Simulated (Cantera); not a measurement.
A closed system holds: 1 mol SiCl₄, 0.7 mol O₃, 5.2 mol N₂, held at 6.20 mbar.

These are equilibrium values from Cantera (NASA tables, ideal gas, pure condensed phases), not measurements of a reactor. Candidate condensed phases: Si, SiO₂, Si₂N₂O, Si₃N₄; 23 gas species. The numbers say what is thermodynamically allowed, not how fast it happens.

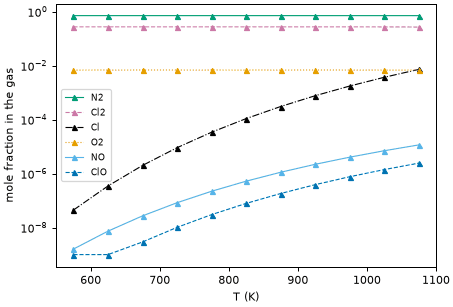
Equilibrium gas composition (values under 1e-9 drawn at 1e-9)

Q: Read off the mole fractions at 775 K.

A: N₂ about 0.72, Cl₂ about 0.28, O₂ about 0.0069, Cl about 3.4e-5, NO about 2.2e-7, ClO about 3.0e-8.
